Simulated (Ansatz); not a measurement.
# C3H12GaN (SMILES C[Ga-](C)(C)[NH3+]): B3LYP/6-31G(d) (Cartesian functions)

What is the vertical singlet–triplet gap of C3H12GaN at B3LYP/6-31G* (Cartesian functions)? 

The calculation is run with Ansatz 0.2.0.

39 further runs of the same task are left out: 2 that didn't finish, 37 set aside as unsound or not needed.

### Step 1. The system as given

The species is C3H12GaN (17 atoms), meant as a singlet with charge 0. As SMILES, `C[Ga-](C)(C)[NH3+]`. Geometry: relaxed at PBE0-D4/def2-TZVP.

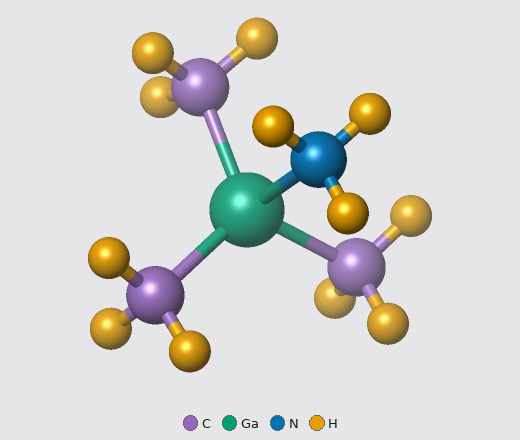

The structure, seen from a chosen angle (carbon purple, gallium teal, nitrogen blue, hydrogen amber).

### Step 2. The energy at B3LYP/6-31G(d) (Cartesian functions)

File run.yaml:

```yaml
crystal:
  periodic: [false, false, false]
  atoms:
    - {symbol: C, position_ang: [-0.724690, 0.767350, -1.780960]}
    - {symbol: Ga, position_ang: [0.155500, -0.156590, -0.247090]}
    - {symbol: C, position_ang: [2.027140, 0.365110, 0.206730]}
    - {symbol: C, position_ang: [-0.422310, -2.018890, 0.176160]}
    - {symbol: "N", position_ang: [-0.870130, 0.876400, 1.382070]}
    - {symbol: H, position_ang: [-0.337770, 0.382760, -2.729300]}
    - {symbol: H, position_ang: [-0.538820, 1.845740, -1.776900]}
    - {symbol: H, position_ang: [-1.807520, 0.609810, -1.793330]}
    - {symbol: H, position_ang: [2.328700, 0.007070, 1.195860]}
    - {symbol: H, position_ang: [2.727720, -0.067300, -0.513810]}
    - {symbol: H, position_ang: [2.173270, 1.449260, 0.179340]}
    - {symbol: H, position_ang: [-0.082930, -2.343380, 1.164610]}
    - {symbol: H, position_ang: [-0.002060, -2.721570, -0.549520]}
    - {symbol: H, position_ang: [-1.509750, -2.134500, 0.136040]}
    - {symbol: H, position_ang: [-0.554260, 0.531670, 2.281190]}
    - {symbol: H, position_ang: [-1.871800, 0.734050, 1.323650]}
    - {symbol: H, position_ang: [-0.690280, 1.873060, 1.345280]}
basis:
  gaussian:
    orbitals: "6-31G*"
hamiltonian:
  xc: {name: B3LYP}
accuracy: high
output:
  orbitals: {seedname: orbitals}
```

The run is started by

```bash
$ ansatz run run.yaml --threads 1 --pin off --max-ram 3480MiB --events-out events.jsonl --progress --plain --runs-dir runs
```

Log:

```text
Warning: RAYON_NUM_THREADS=1 ignored (pool sized by the plan → 1); use --threads N
Functional definition: B3LYP
  name "B3LYP"
  parameter a0 = 0.2
  parameter ax = 0.72
  parameter ac = 0.81
  exchange = (1 - a0 - ax)*slater_x + ax*b88_x + a0*exact_x
  correlation = (1 - ac)*vwn_rpa_c + ac*lyp_c
2826 factors; integrals over basis functions are off by at most 6.4e-9 eV
mean field evaluation 1: about -57152.3045 eV, gradient 9.0e1 eV
mean field evaluation 2: about -57143.3498 eV, gradient 1.1e2 eV
mean field evaluation 4: about -57169.5140 eV, gradient 3.8e0 eV
mean field evaluation 8: about -57169.7380 eV, gradient 1.5e-1 eV
mean field evaluation 16: about -57169.7380 eV, gradient 3.8e-5 eV
mean field -57169.73804704 eV, -2100.9491221884 hartree, gradient 5.3e-8 eV, S^2 0.000000; 0 other end points of the search recorded, 0 dependent functions left out
reference -57169.73809903 eV, -2100.9491240992 hartree; 34, 34 occupied and 85, 85 virtual orbitals, 2826 factors
Total energy: -57169.73809903 eV, -2100.9491240992 hartree
```

It took 24 s on 1 thread of Arm Neoverse V1, shared host; peak memory 0.56 GiB.

### Step 3. The triplet, same level

File molecule.yaml:

```yaml
crystal:
  periodic: [false, false, false]
  atoms:
    - {symbol: C, position_ang: [-0.724690, 0.767350, -1.780960]}
    - {symbol: Ga, position_ang: [0.155500, -0.156590, -0.247090]}
    - {symbol: C, position_ang: [2.027140, 0.365110, 0.206730]}
    - {symbol: C, position_ang: [-0.422310, -2.018890, 0.176160]}
    - {symbol: "N", position_ang: [-0.870130, 0.876400, 1.382070]}
    - {symbol: H, position_ang: [-0.337770, 0.382760, -2.729300]}
    - {symbol: H, position_ang: [-0.538820, 1.845740, -1.776900]}
    - {symbol: H, position_ang: [-1.807520, 0.609810, -1.793330]}
    - {symbol: H, position_ang: [2.328700, 0.007070, 1.195860]}
    - {symbol: H, position_ang: [2.727720, -0.067300, -0.513810]}
    - {symbol: H, position_ang: [2.173270, 1.449260, 0.179340]}
    - {symbol: H, position_ang: [-0.082930, -2.343380, 1.164610]}
    - {symbol: H, position_ang: [-0.002060, -2.721570, -0.549520]}
    - {symbol: H, position_ang: [-1.509750, -2.134500, 0.136040]}
    - {symbol: H, position_ang: [-0.554260, 0.531670, 2.281190]}
    - {symbol: H, position_ang: [-1.871800, 0.734050, 1.323650]}
    - {symbol: H, position_ang: [-0.690280, 1.873060, 1.345280]}
basis:
  gaussian: {orbitals: "6-31G*"}
magnetization: {spin_polarized: true, initial_magnetization: 2}
hamiltonian: {xc: {name: B3LYP}}
accuracy: high
output: {orbitals: {seedname: orbitals}}
```

The run is started by

```bash
$ ansatz run molecule.yaml --threads 1 --pin off --max-ram 3480MiB --events-out events.jsonl --progress --plain --runs-dir runs
```

Log, cut to the lines that bear on the results:

```text
Warning: RAYON_NUM_THREADS=1 ignored (pool sized by the plan → 1); use --threads N
[... 2 set-up lines as earlier in the session ...]
[...]
2826 factors; integrals over basis functions are off by at most 6.4e-9 eV
[...]
mean field -57163.56410808 eV, -2100.7222341166 hartree, gradient 3.5e-8 eV, S^2 2.005977; 18 other end points of the search recorded, 0 dependent functions left out
reference -57163.56416462 eV, -2100.7222361945 hartree; 35, 33 occupied and 84, 86 virtual orbitals, 2826 factors
Total energy: -57163.56416462 eV, -2100.7222361945 hartree
```

Wall time 5.7 min (1 thread of Arm Neoverse V1, shared host); peak memory 0.89 GiB.

### Step 4. Outcome

Level: B3LYP/6-31G* (Cartesian functions).

| quantity | value |
| --- | --- |
| singlet: total energy | -2100.94912 Eh |
| singlet: HOMO energy | -6.16 eV |
| singlet: LUMO energy | 0.40 eV |
| singlet: HOMO–LUMO gap | 6.57 eV |
| triplet: total energy | -2100.72224 Eh |
| triplet: HOMO energy (highest over α and β) | -0.51 eV |
| triplet: ⟨S²⟩ | 2.006 |
| vertical energy of the triplet above the singlet | 6.174 eV |

**Reading.** At this shape the triplet lies 6.17 eV (142 kcal/mol) above the singlet.
